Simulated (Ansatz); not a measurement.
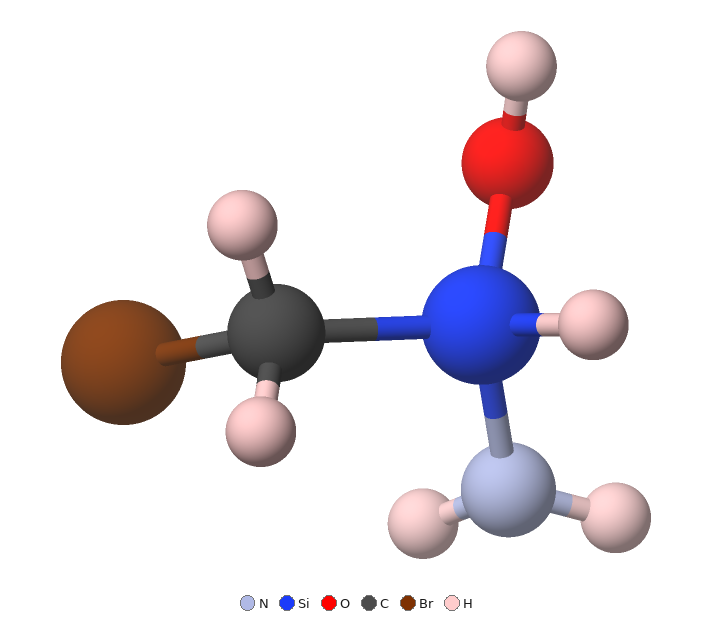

The computed structure is the end point of a PBE0-D4/def2-TZVP optimisation. No frequency run is at hand to confirm it as a minimum.

Draw it as a skeletal formula.

SMILES: N[Si@@H](O)CBr

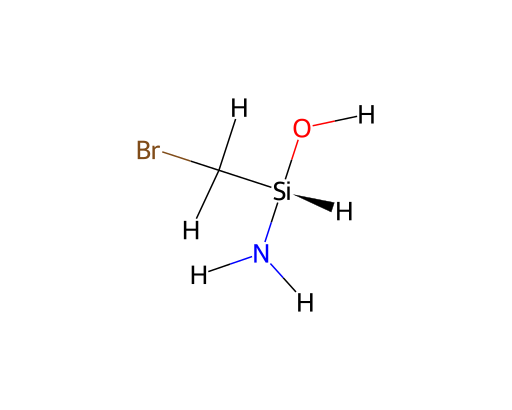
